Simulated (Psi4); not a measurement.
**M06-L/cc-pVDZ (sweep point 1) run of GeSe (SMILES [Ge-]#[Se+])**

What is the vertical ionisation energy of GeSe at M06-L/cc-pVDZ (sweep point 1)? 

Program for the calculation: Psi4 1.11.

## Step 1: Starting point

GeSe has 2 atoms, charge 0, and is taken as a singlet. As SMILES, `[Ge-]#[Se+]`. Geometry: the measured bond length.

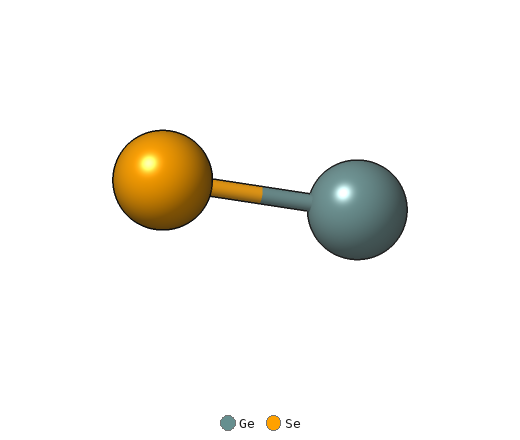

Viewed from a chosen angle; germanium teal, selenium orange.

## Step 2: The energy at M06-L/cc-pVDZ (sweep point 1)

Contents of input.inp:

```
memory 1.6 GB

molecule mol {
  Ge     0.000000     0.000000     0.000000
  Se     0.000000     0.000000     2.134629
  symmetry c1
}

set basis cc-pVDZ
set puream true
set scf_type pk
set dft_radial_points 99
set dft_spherical_points 590

e, wfn = energy("m06-l", return_wfn=True)
```

The run is started by

```console
$ psi4 -n 1 input.inp input.out
```

input.out (excerpt; [...] marks lines left out):

```text
[...]
  Running in c1 symmetry.
[...]
  Nuclear repulsion =  269.716566770600423
[...]
  Multiplicity = 1
[...]
  Nalpha       = 33
  Nbeta        = 33
[...]
    Number of basis functions: 54
[...]
   @RKS iter   1: -4477.73004712589227   -5.29920e+00   2.21429e-02 ADIIS/DIIS
[...]
   @RKS iter   9: -4478.39425640962418   -1.05824e-07   3.11728e-07 DIIS
[...]
    Orbital Energies [Eh]
    ---------------------
    Doubly Occupied:
       1A   -453.231252     2A   -398.161583     3A    -58.007700
       4A    -51.953269     5A    -51.953269     6A    -51.952594
       7A    -49.757275     8A    -44.178716     9A    -44.178716
      10A    -44.176309    11A     -7.836918    12A     -6.266397
      13A     -5.722669    14A     -5.722669    15A     -5.721888
      16A     -4.389645    17A     -4.389645    18A     -4.382584
      19A     -2.032929    20A     -2.032927    21A     -2.032792
      22A     -2.032283    23A     -2.032283    24A     -1.174011
      25A     -1.174011    26A     -1.169695    27A     -1.169346
      28A     -1.169346    29A     -0.645079    30A     -0.420615
      31A     -0.246154    32A     -0.243664    33A     -0.243664
[...]
  @RKS Final Energy: -4478.39425640962418
   => Energetics <=
    Nuclear Repulsion Energy =            269.7165667706004228
    One-Electron Energy =               -6775.4049386842507374
    Two-Electron Energy =                2193.2863431892060362
    DFT Exchange-Correlation Energy =    -165.9922276851807226
    Empirical Dispersion Energy =           0.0000000000000000
    VV10 Nonlocal Energy =                  0.0000000000000000
    Total Energy =                      -4478.3942564096241767
[...]
 Multipole Moments:
 ------------------------------------------------------------------------------------
     Multipole            Electronic (a.u.)      Nuclear  (a.u.)        Total (a.u.)
 ------------------------------------------------------------------------------------
 L = 1.  Multiply by 2.5417464519 to convert [e a0] to [Debye]
 Dipole X            :         -0.0000000            0.0000000           -0.0000000
 Dipole Y            :          0.0000000            0.0000000            0.0000000
 Dipole Z            :          0.5436568           -1.1539755           -0.6103187
 Magnitude           :                                                    0.6103187
[...]
```

Wall time 15 s (1 thread of Intel Xeon 6975P-C (Granite Rapids), shared host); peak memory 0.8 GiB.

## Step 3: The doublet cation

Contents of calc.in:

```
memory 1600 mb

molecule {
  1 2
  Ge     0.000000     0.000000     0.000000
  Se     0.000000     0.000000     2.134629
  symmetry c1
}

set globals {
  basis cc-pVDZ
  reference uks
  puream true
  scf_type pk
  dft_radial_points 99
  dft_spherical_points 590
  maxiter 150
}

e_tot = energy("m06-l")
```

The run is started by

```console
$ psi4 -n 1 calc.in calc.out
```

calc.out (excerpt; [...] marks lines left out):

```text
[...]
  Running in c1 symmetry.
[...]
  Nuclear repulsion =  269.716566770600423
[...]
  Multiplicity = 2
[...]
  Nalpha       = 33
  Nbeta        = 32
[...]
    Number of basis functions: 54
[...]
   @UKS iter   1: -4477.50539264308372   -5.07454e+00   2.11215e-02 DIIS/ADIIS
[...]
   @UKS iter  11: -4478.03454818502541   -1.31244e-07   9.05616e-07 DIIS
[...]
   @S^2 Observed:                7.533361050E-01
[...]
    Orbital Energies [Eh]
    ---------------------
    Alpha Occupied:
       1A   -453.516643     2A   -398.426154     3A    -58.292657
       4A    -52.241693     5A    -52.237097     6A    -52.236936
       7A    -50.021191     8A    -44.443492     9A    -44.442262
      10A    -44.440008    11A     -8.123324    12A     -6.531386
      13A     -6.018207    14A     -6.005231    15A     -6.003699
      16A     -4.657347    17A     -4.652898    18A     -4.646608
      19A     -2.326783    20A     -2.323813    21A     -2.322493
      22A     -2.312996    23A     -2.312479    24A     -1.440361
      25A     -1.439736    26A     -1.436251    27A     -1.433601
      28A     -1.432286    29A     -0.940447    30A     -0.681339
      31A     -0.538747    32A     -0.504137    33A     -0.494907
[...]
  @UKS Final Energy: -4478.03454818502541
   => Energetics <=
    Nuclear Repulsion Energy =            269.7165667706004228
    One-Electron Energy =               -6757.3411614406786612
    Two-Electron Energy =                2175.3496467105742340
    DFT Exchange-Correlation Energy =    -165.7596002255216661
    Empirical Dispersion Energy =           0.0000000000000000
    VV10 Nonlocal Energy =                  0.0000000000000000
    Total Energy =                      -4478.0345481850254146
[...]
 Multipole Moments:
 ------------------------------------------------------------------------------------
     Multipole            Electronic (a.u.)      Nuclear  (a.u.)        Total (a.u.)
 ------------------------------------------------------------------------------------
 L = 1.  Multiply by 2.5417464519 to convert [e a0] to [Debye]
 Dipole X            :         -0.0000000            0.0000000           -0.0000000
 Dipole Y            :          0.0000000            0.0000000            0.0000000
 Dipole Z            :          0.4721890           -1.1539755           -0.6817865
 Magnitude           :                                                    0.6817865
[...]
```

Wall time 16 s (1 thread of Intel Xeon 6975P-C (Granite Rapids), shared host); peak memory 0.8 GiB.

## Step 4: What came out

Level: M06-L/cc-pVDZ (sweep point 1).

| quantity | value |
| --- | --- |
| singlet GeSe: total energy | -4478.39426 Eh |
| singlet GeSe: dipole moment | 1.55 D |
| singlet GeSe: HOMO energy | -6.63 eV |
| singlet GeSe: LUMO energy | -2.84 eV |
| singlet GeSe: HOMO–LUMO gap | 3.79 eV |
| doublet cation: total energy | -4478.03455 Eh |
| doublet cation: HOMO energy (highest over α and β) | -13.23 eV |
| doublet cation: LUMO energy (lowest over α and β) | -12.95 eV |
| doublet cation: ⟨S²⟩ | 0.753 |
| vertical ionisation energy (to the doublet cation) | 9.788 eV |

In words: The vertical ionisation energy comes to 9.79 eV (226 kcal/mol). The negative HOMO energy of the first species, 6.63 eV, lies 3.16 eV below that difference.
